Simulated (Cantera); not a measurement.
Input: 1 mol Si₂Cl₆, 16 mol NH₃, 1.8 mol H₂, 0.23 mol N₂, equilibrated at 100000 Pa.

Equilibrium computed with Cantera from the NASA thermochemical tables; the gas is ideal and each condensed phase is pure. Candidate condensed phases: NH₄Cl, Si, Si₃N₄; 28 gas species. The feed counts by its element totals alone. The tables' values for SiCl₃, SiCl are old estimates; treat these amounts as uncertain. The numbers say what is thermodynamically allowed, not how fast it happens.

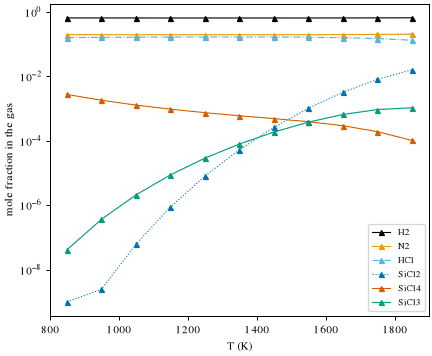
Figure. Equilibrium gas composition (values under 1e-9 drawn at 1e-9)

From 850 K to 1850 K the condensed part is Si₃N₄(s). The main Si-bearing gas is SiCl₄ at 850 K and SiCl₂ at 1850 K. The share of Si in condensed phases is highest at 1350 K (98.5 %) and lowest at 1850 K (68.9 %).
